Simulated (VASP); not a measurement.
Energy against volume of GaSb (zinc blende). Method: PBE GGA, VASP's PBE PAW potentials (set 64) (plane waves; VASP).

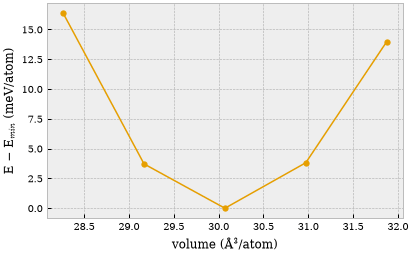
Energy against volume

### Question
Estimate the equilibrium volume and the bulk modulus.

### Answer
The minimum lies near 30.0 Å³/atom, and the curvature gives B0 of about 45 GPa.

Measured: bulk modulus 57.0 GPa (computed value off by -21.6 %), as given by Cormac Toher et al., Physical Review Materials (2017), arXiv:1611.05714; a 6.096 Å at 300 K (computed value off by +2.0 %), as given by I. Vurgaftman et al., Journal of Applied Physics (2001), doi:10.1063/1.1368156. The calculation is for a static lattice, while the measured bulk modulus, a hold thermal and zero-point effects, which are part of the difference.

The compound is GaSb in the zinc blende structure. It was relaxed first, which changed the volume by +6 %.
